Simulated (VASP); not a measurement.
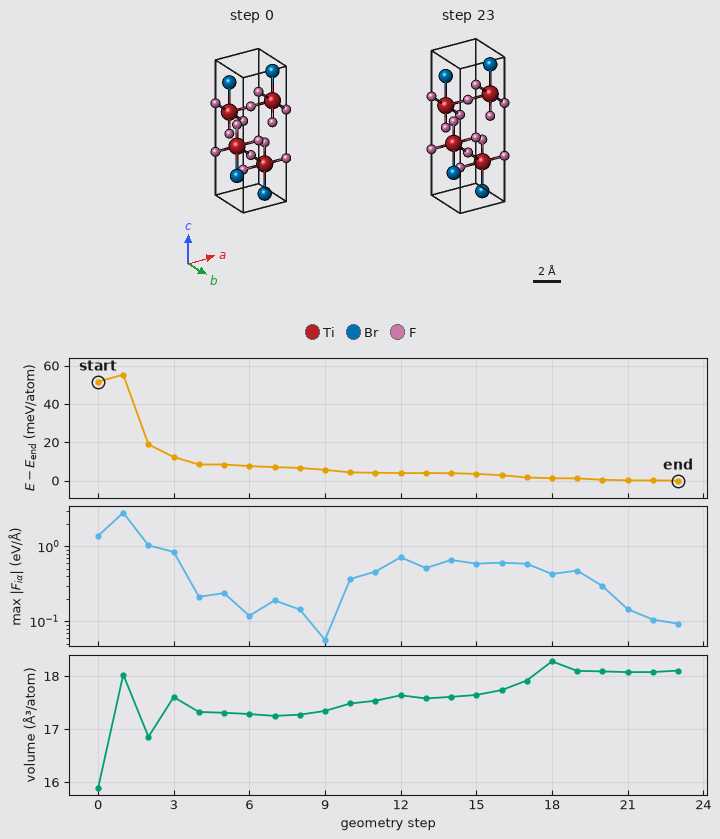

First and last geometry of a relaxation of a crystal of TiBrF$_{3}$ (a generated structure, set up in P4/nmm), with the history of the run. A ball-and-stick model of the cell of the calculation, seen from a free direction.

The run lets cell and atoms move.

Level of theory: Kohn-Sham DFT of a periodic cell, PBE, VASP PAW PBE potentials, recommended in VASP 6.6.1.

The input:
```
ALGO = Fast
EDIFF = 1E-4
EDIFFG = -0.08
ENCUT = 520
GGA = PE
IBRION = 2
ISIF = 3
ISMEAR = 0
LASPH = T
LCHARG = F
LREAL = Auto
LWAVE = F
NELM = 60
NSW = 24
PREC = Normal
SIGMA = 0.15
```

Run as
```bash
cat potpaw_PBE.64/Ti_sv/POTCAR potpaw_PBE.64/Br/POTCAR potpaw_PBE.64/F/POTCAR > POTCAR
mpirun -np 1 vasp_std > vasp.out
```

Did the run converge, and what did it change?

Answer. The relaxation stopped without meeting its thresholds, so the last structure isn't shown to be converged. The largest moves relative to the cell, 0.16 Å, are those of Br atoms. Largest moves by element: Br 0.16 Å, F 0.12 Å, Ti 0.03 Å. Cell: a = b 3.800 → 3.922 Å (+3.2 %), c 11.000 → 11.768 Å (+7.0 %). Volume +14.0 %. Among the contacts that change: F–Ti 1.900 → 1.961 Å, F–Ti 1.760 → 1.794 Å, Br–Ti 2.420 → 2.401 Å. The space group stays P4/nmm (No. 129). The energy falls by 51.7 meV per atom in 23 geometry steps. The largest force component goes from 1.4 to 0.093 eV/Å. The pressure goes from 9.02 to 0.33 GPa. At step 1 the optimiser overshot: the energy rose above the start, and later steps came back. The volume changes by over a tenth within one run on a fixed set of plane waves, so the end point should be relaxed again from the new cell. It ran on 1 thread of AMD EPYC 7R13 Processor (Zen 3), with other jobs on the host.

| step | E − E(0), meV/atom | largest force component, eV/Å | pressure, GPa | volume, Å³/atom |
| --- | --- | --- | --- | --- |
| 0 | 0.00 | 1.3827 | 9.02 | 15.884 |
| 1 | 3.62 | 2.8232 | -5.23 | 18.029 |
| 2 | -32.79 | 1.0331 | 1.08 | 16.857 |
| 3 | -39.33 | 0.8478 | -0.56 | 17.605 |
| 4 | -43.24 | 0.2130 | -0.24 | 17.326 |
| 5 | -43.25 | 0.2379 | -0.09 | 17.310 |
| 6 | -44.09 | 0.1185 | 0.42 | 17.286 |
| 7 | -44.63 | 0.1902 | 1.23 | 17.251 |
| 8 | -45.04 | 0.1439 | 1.20 | 17.274 |
| 9 | -46.06 | 0.0566 | 0.96 | 17.345 |
| 10 | -47.36 | 0.3677 | 0.56 | 17.485 |
| 11 | -47.57 | 0.4619 | 0.52 | 17.536 |
| 12 | -47.73 | 0.7164 | 0.25 | 17.638 |
| 13 | -47.71 | 0.5151 | 0.48 | 17.580 |
| 14 | -47.80 | 0.6596 | 0.41 | 17.609 |
| 15 | -48.14 | 0.5901 | 0.30 | 17.646 |
| 16 | -48.85 | 0.6066 | 0.27 | 17.736 |
| 17 | -50.02 | 0.5878 | 0.19 | 17.917 |
| 18 | -50.42 | 0.4288 | -0.27 | 18.279 |
| 19 | -50.51 | 0.4767 | 0.02 | 18.099 |
| 20 | -51.20 | 0.2961 | 0.21 | 18.089 |
| 21 | -51.52 | 0.1455 | 0.51 | 18.075 |
| 22 | -51.54 | 0.1055 | 0.52 | 18.077 |
| 23 | -51.68 | 0.0930 | 0.33 | 18.105 |

Limits of the set-up: layers or molecules are held without a dispersion correction, so their spacing is unreliable.
